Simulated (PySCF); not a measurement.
# CH3BF2O2Si (SMILES [O+]=CO[SiH2]B(F)F) (charge +1, doublet): what the fields show

```xyz
10

O    -2.8365   -0.4290   -0.0534
C    -2.1372    0.5075    0.0588
O    -0.7697    0.4065    0.0770
Si    0.2954   -0.8114    0.0516
B     2.0541    0.4020   -0.1354
F     3.1752   -0.1995   -0.0060
F     1.9495    1.6533   -0.3674
H    -2.4295    1.5607    0.1618
H     0.2755   -1.6251   -1.1691
H     0.4321   -1.4605    1.3595
```

Geometry: GFN2-xTB.

These are results of UKS B3LYP, pcH-1 on B C F H O Si, non-relativistic, mean-field spin-orbit, GIAO (PySCF), not measurements.

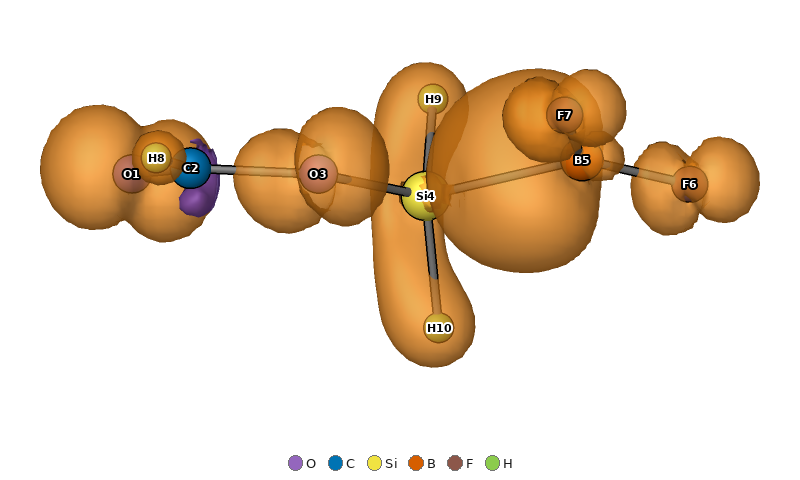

Figure 1. Isosurfaces of the spin density (α minus β) at +0.02 (orange) and −0.02 e/Å³ (purple), seen from one side.

**Describe the spin distribution.**

The unpaired spin (1 electron) lies mostly on B5 (about 0.2), Si4 (about 0.2), O1 (about 0.2), O3 (about 0.1) and F6 (about 0.1), in electrons by Hirshfeld's partition.

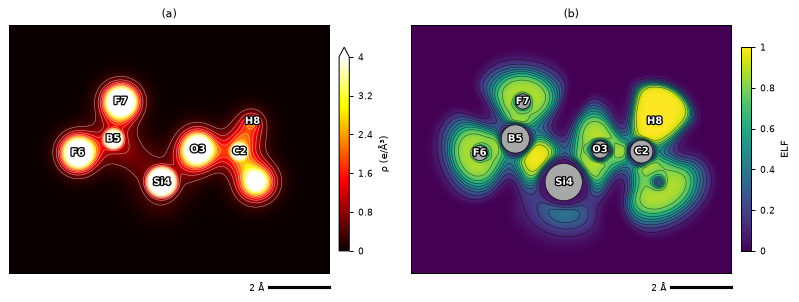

Figure 2. (a) electron density; (b) ELF on the plane of atoms O3, Si4 and B5. Grey discs cover the atomic cores in the ELF map.

**Describe what can be read from this map.**

Atoms in the plane: C, O, Si, B, F and H. B–F (1.28 Å): ρ at the midpoint is about 2.5 e/Å³; the ELF peaks at about 0.85 between the atoms: a polar covalent bond. Si–O (1.62 Å): ρ at the midpoint is about 1.2 e/Å³; the ELF peaks at about 0.85 between the atoms (a short, strongly polar bond). Si–B (2.14 Å): ρ is about 0.58 e/Å³ halfway; the ELF peaks at about 1 between the atoms, as expected for a covalent bond. C–H (1.10 Å): ρ at the midpoint is about 2.2 e/Å³; the ELF climbs to about 1 towards the hydrogen, as it does in any bond to H: an ordinary covalent bond to hydrogen. The ELF also peaks beside O1, F6, O3 and F7, away from the bonds: non-bonding electrons, paired or unpaired.

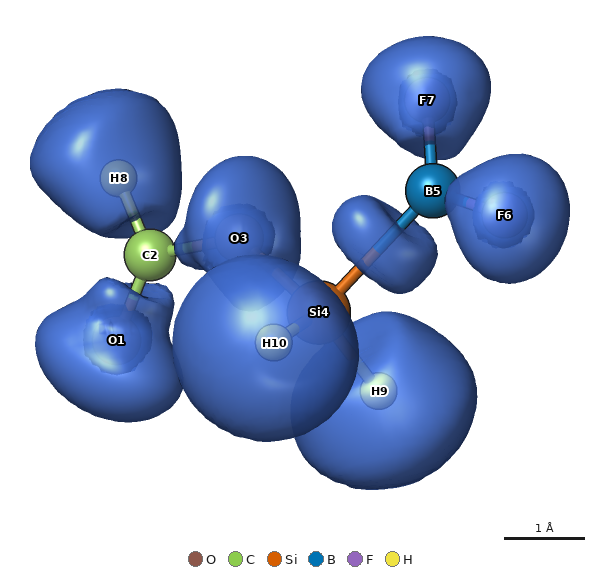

Figure 3. Isosurface of the ELF at 0.75 (blue), seen at a tilt. Only the valence region is drawn (cores and ρ < 0.01 e/Å³ removed).

**Describe the localisation domains.**

The ELF exceeds this value in one region between bonded B–Si atoms (shared pairs), three regions around hydrogen nuclei, two regions on F in which the atom's valence shell and bonds are merged and two regions on O in which the atom's valence shell and bonds are merged.


C–O (1.17 Å): the ELF peaks at about 0.85 between the atoms (a short, multiple covalent bond).
